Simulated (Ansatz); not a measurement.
## Fields on a plane of MoS2 (2H-MoS2 type, space group P6_3/mmc)

```
MoS2
1.0
    3.17300     0.00000     0.00000
   -1.58650     2.74790     0.00000
    0.00000     0.00000    12.43657
Mo S
2 4
Cartesian
  0.00000   1.83193   3.10914
  1.58650   0.91597   9.32743
  0.00000   1.83193   7.77168
  1.58650   0.91597   1.55339
  1.58650   0.91597   4.66489
  0.00000   1.83193  10.88318
```

The slice is a (1 -1 0 0) plane (indices of the conventional cell) through the point (0.333, 0.667, 0.625) (fractional), spanned by u = [110] and v = [001] in vectors of this cell: u (3.17 Å) and v (12.44 Å, at 90° to u). It covers one period; positions are fractions (u, v).

Atoms on it: Mo at (0.00, 0.63); S at (0.00, 0.00); S at (0.00, 0.25). Other atoms lie within 1 Å of the plane.

Calculation: r2SCAN+rVV10 (plane waves to 500 eV, PAW, scalar-relativistic; Ansatz, a first-principles code). k mesh 12×12×3. Near the nuclei the fields are pseudised (PAW); where an atom keeps semicore shells as valence, they peak there. MoS2 is run without spin polarisation. MoS2 was relaxed with its symmetry unable to fall.

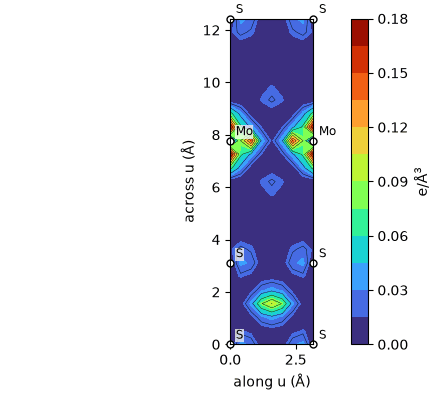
Density of the lowest conduction band (whole band as if filled, smooth part) in e/Å³, one period of the plane, atoms marked. 

```
|9999994400449999|
|9999771100117799|
|3311000000000011|
|0000114466441100|
|0011447788774411|
|1122668888886622|
|2222337777773322|
|8877222244222277|
|xxxx6611221166xx|
|8877222244222277|
|2222337777773322|
|1122668888886622|
|0011447788774411|
|0000114466441100|
|3311000000000011|
|9999771100117799|
|9999994400449999|
|xxxx8866116688xx|
|5588884411448888|
|6666331111113366|
|1111112244221111|
|6666331111113366|
|5577884411448877|
|xxxx8866116688xx|
```
Scale: ten equal steps from 0.01 (start of '0') to 0.93 (end of '9'), in the order '0123456789'. Values: electron localisation function (ELF). The map has 8 points along u (two characters each, u = 0 at the left) and 24 along v (v = 0 in the bottom row). Points within 0.5 Å of a nucleus are blanked (x), as the pseudised field means little there.

- Element round which the density of the highest valence band (whole band, smooth part) is largest on this plane = Mo
- Element round which the density of the lowest conduction band (whole band as if filled, smooth part) is largest on this plane = Mo
